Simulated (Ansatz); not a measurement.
**BFH3N: short molecular-dynamics run**

How does BFH3N move over a short run? Aim: a short molecular-dynamics run, for BFH3N, run from a script. SMILES: NBF.

All numbers are computed with Ansatz 0.2.0 through its Python package. Level of theory: PBE/6-31G*.

## 1. The system

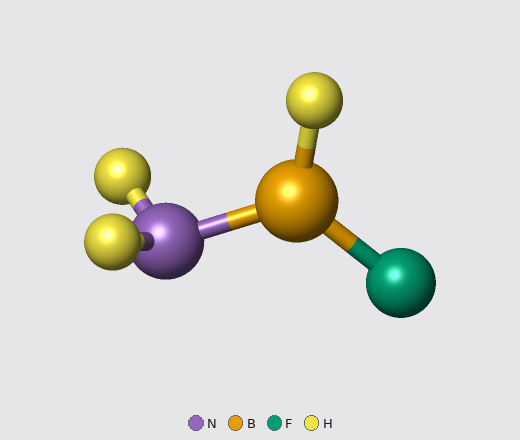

The starting structure, viewed from a chosen angle; nitrogen purple, boron amber, fluorine teal, hydrogen yellow.

The script holds or builds the structure itself.

## 2. Script

File run_md.py:

```python
# -*- coding: utf-8 -*-
"""Molecular dynamics of one BFH3N molecule."""

import warnings

import ansatz as az
import numpy as np

GEOMETRY = """
N    -0.67160    0.19450   -0.46350
B     0.37240   -0.09640    0.52280
F     0.16330    0.22030    1.90830
H    -0.90630   -0.64290   -0.95410
H    -0.29170    0.85210   -1.21750
H     1.37590   -0.59160    0.15780
"""

warnings.simplefilter("ignore", az.DeckWarning)

molecule = az.Crystal.molecule()
for line in GEOMETRY.strip().splitlines():
    symbol, *xyz = line.split()
    molecule = molecule.atom(symbol, [float(v) for v in xyz])

setup = (
    molecule.calculation()
    .basis(gaussian="6-31G*")
    .functional("pbe")
    .md("nvt_langevin", timestep=0.25, steps=20, temperature=800, initial_velocities="maxwell_boltzmann", seed=40, friction=0.02)
)
frames = []
setup.session().plan().execute(on_event=lambda e: frames.append(e["data"]) if e["event"] == "md_step" else None)
print("t (fs)   E_pot (eV)      E_kin (eV)   T (K)   d(0-1) (A)")
for f in frames[::1]:
    xyz = np.array(f["positions_ang"])
    print(f"{f['time_fs']:6.2f} {f['lagrangian_ev']:14.5f} {f['e_kin_ev']:10.5f} {f['temperature_k']:8.1f} {np.linalg.norm(xyz[0] - xyz[1]):9.4f}")
print("mean temperature", round(float(np.mean([f["temperature_k"] for f in frames])), 1), "K")
```

## 3. The input behind the calls

The package turns the script's settings into the engine's input:

```yaml
crystal:
  periodic: [false, false, false]
  atoms:
    - { symbol: "N", position_ang: [-0.6716, 0.1945, -0.4635] }
    - { symbol: B, position_ang: [0.3724, -0.0964, 0.5228] }
    - { symbol: F, position_ang: [0.1633, 0.2203, 1.9083] }
    - { symbol: H, position_ang: [-0.9063, -0.6429, -0.9541] }
    - { symbol: H, position_ang: [-0.2917, 0.8521, -1.2175] }
    - { symbol: H, position_ang: [1.3759, -0.5916, 0.1578] }
basis:
  gaussian:
    orbitals: "6-31G*"
hamiltonian:
  xc: pbe
md:
  timestep: 0.25
  n_steps: 20
  ensemble: nvt_langevin
  temperature: 800.0
  friction: 0.02
  initial_velocities: maxwell_boltzmann
  seed: 40
```

## 4. Running it

Started as:

```sh
> python run_md.py
```

What it wrote:

```text
t (fs)   E_pot (eV)      E_kin (eV)   T (K)   d(0-1) (A)
  0.00    -4927.49895    0.51704    666.7    1.4654
  0.25    -4927.52211    0.54925    708.2    1.4688
  0.50    -4927.54277    0.56625    730.1    1.4724
  0.75    -4927.56145    0.60524    780.4    1.4761
  1.00    -4927.57749    0.58613    755.7    1.4797
  1.25    -4927.58865    0.57589    742.5    1.4832
  1.50    -4927.59565    0.56309    726.0    1.4868
  1.75    -4927.59867    0.61818    797.1    1.4906
  2.00    -4927.59772    0.59243    763.9    1.4946
  2.25    -4927.59326    0.62761    809.2    1.4983
  2.50    -4927.58552    0.57771    744.9    1.5017
  2.75    -4927.57640    0.60675    782.3    1.5050
  3.00    -4927.56671    0.56486    728.3    1.5083
  3.25    -4927.55678    0.56821    732.6    1.5116
  3.50    -4927.54692    0.60086    774.7    1.5148
  3.75    -4927.53663    0.57501    741.4    1.5180
  4.00    -4927.52641    0.55812    719.6    1.5213
  4.25    -4927.51743    0.52960    682.9    1.5243
  4.50    -4927.51089    0.50477    650.8    1.5268
  4.75    -4927.50816    0.53690    692.3    1.5291
  5.00    -4927.50968    0.50883    656.1    1.5313
mean temperature 732.7 K
```

Run time: 17 s. Hardware: 1 thread of Arm Neoverse V2, shared host; peak memory 0.17 GiB.

Lines on the test bed's own set-up are left out of the output.

A comment line of the script is reworded here; the code is as run.

## 5. The run's own record

From the engine's report, whether the script printed it or not:

| item | value |
| --- | --- |
| SCF cycles in all | 195 |
| orbitals | 51 |
| total energy (eV) | -4927.50970 |

## 6. What the atoms did

Step by step:

| time (fs) | T (K) | change of potential energy (meV/atom) | mean square move (Å²) |
| --- | --- | --- | --- |
| 0.0 | 667 | 0.0 | 0.0000 |
| 0.2 | 708 | -3.9 | 0.0001 |
| 0.5 | 730 | -7.3 | 0.0003 |
| 0.8 | 780 | -10.4 | 0.0006 |
| 1.0 | 756 | -13.1 | 0.0011 |
| 1.2 | 743 | -15.0 | 0.0017 |
| 1.5 | 726 | -16.1 | 0.0025 |
| 1.8 | 797 | -16.6 | 0.0033 |
| 2.0 | 764 | -16.5 | 0.0043 |
| 2.2 | 809 | -15.7 | 0.0055 |
| 2.5 | 745 | -14.4 | 0.0068 |
| 2.8 | 782 | -12.9 | 0.0081 |
| 3.0 | 728 | -11.3 | 0.0095 |
| 3.2 | 733 | -9.6 | 0.0109 |
| 3.5 | 775 | -8.0 | 0.0124 |
| 3.8 | 741 | -6.3 | 0.0140 |
| 4.0 | 720 | -4.6 | 0.0156 |
| 4.2 | 683 | -3.1 | 0.0173 |
| 4.5 | 651 | -2.0 | 0.0191 |
| 4.8 | 692 | -1.5 | 0.0209 |
| 5.0 | 656 | -1.8 | 0.0227 |

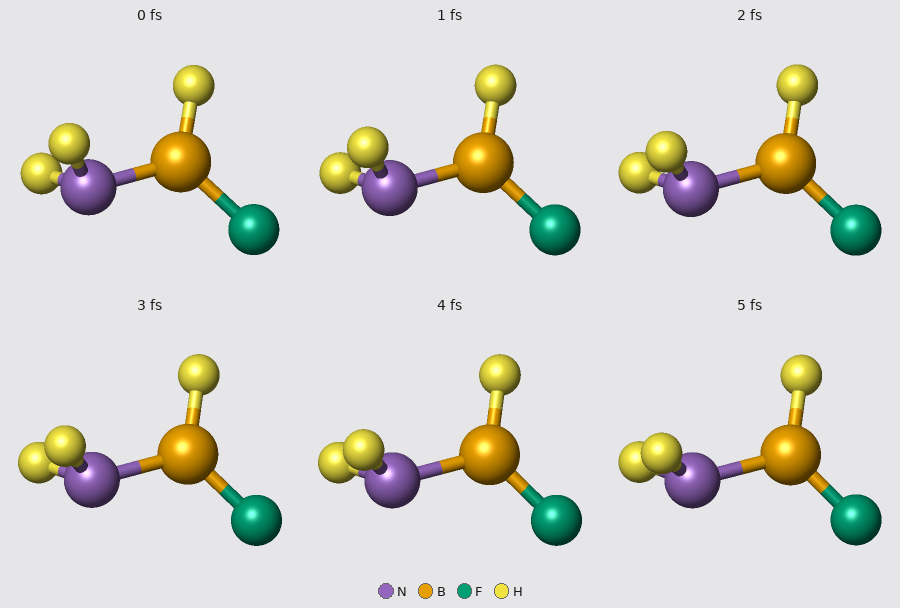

Six frames of the run. Sticks are drawn by distance alone, so a stretched bond can lose its stick.

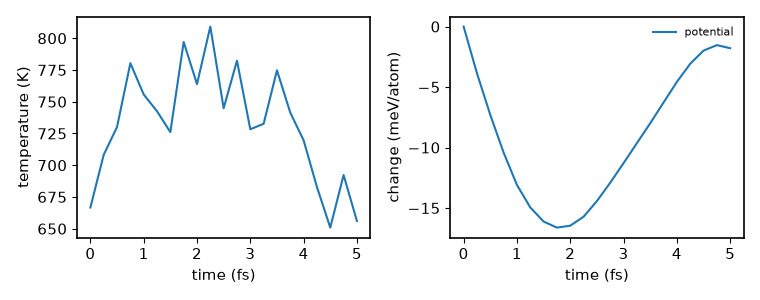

Temperature and energies against time.

Positions (Å) and forces (eV/Å) at 5.0 fs:

```xyz
6

N    -0.694    0.169   -0.452   -0.010   -1.067    0.406
B     0.400   -0.070    0.593   -0.850   -0.863   -2.521
F     0.161    0.235    1.865    0.345    0.203   -0.277
H    -0.925   -0.662   -1.059    0.668    0.174    1.086
H    -0.608    0.837   -1.213    0.430    0.988    0.356
H     1.421   -0.709    0.209   -0.582    0.564    0.949
```

## 7. What came out

```
                     quantity           value
                 total energy   -4927.5097 eV
                dipole moment          1.89 D
            length of the run  20 steps, 5 fs
mean temperature, second half           719 K
                farthest move          0.31 Å
```

In words: The temperature swings between 651 and 809 K, with a mean of 719 K in the second half; 6 atoms fluctuate widely. A run of 5 fs is far too short for averages. The trajectory is only some femtoseconds long, and gives no averages; where the script doesn't relax first, it starts from a rough generated geometry. The printed temperature counts all 3N degrees of freedom under Langevin dynamics, so the first row lies under the target.
